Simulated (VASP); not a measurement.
Band structure of FePt (L1_0). All values below come from PBE GGA, VASP's PBE PAW potentials (set 64) (plane waves; VASP).

Unless said otherwise, spin-orbit coupling is left out, though it shifts the bands of the heavy elements here.

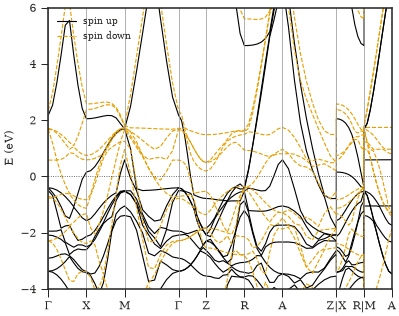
*Bands along high-symmetry lines, zero at the valence-band maximum or, without a gap, the Fermi level*

Problem. Read the plot: is there a gap, and where are the band edges?

Solution. It has no gap at this level: it comes out as a metal or semimetal. (Edges off the drawn lines would not show.)

The compound is FePt in the L1_0 structure. It was relaxed first.
